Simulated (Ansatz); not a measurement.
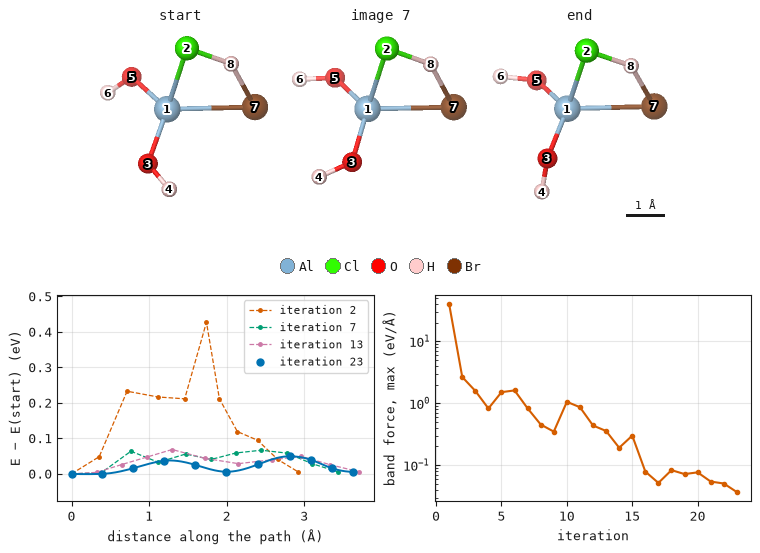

A nudged-elastic-band calculation for AlH3O2BrCl. Images are numbered from 0 (start) to 10 (end). The plot follows the band through its iterations. The picture is a ball-and-stick view, seen at a tilt.

Theory: RKS LDA/def2-SVP in Ansatz. Settings: 9 movable images; climbing image; force threshold 0.05 eV/Å; iteration limit 60; starting path through a guess of the saddle point.

Did the band converge, and can the barrier be trusted?

The run is converged, with reservations. The band converged in 23 iterations. The largest component of the band force went from 40 to 0.037 eV/Å. The climbing image converged on the top of the path. Its vibrational analysis gives one imaginary mode (167i cm⁻¹), as a transition state must have. The first iteration put the highest image at 5.805 eV. The highest point, image 7, lies 0.050 eV above the start and 0.044 eV above the end; the end is at +0.006 eV relative to the start. The profile has 2 maxima (images 3, 7) with a dip at image 5 (+0.006 eV), so the process runs in steps.

Cost: 90 s on 4 threads of INTEL(R) XEON(R) PLATINUM 8581C CPU @ 2.30GHz (Emerald Rapids), on a shared host, peak memory 0.19 GiB.
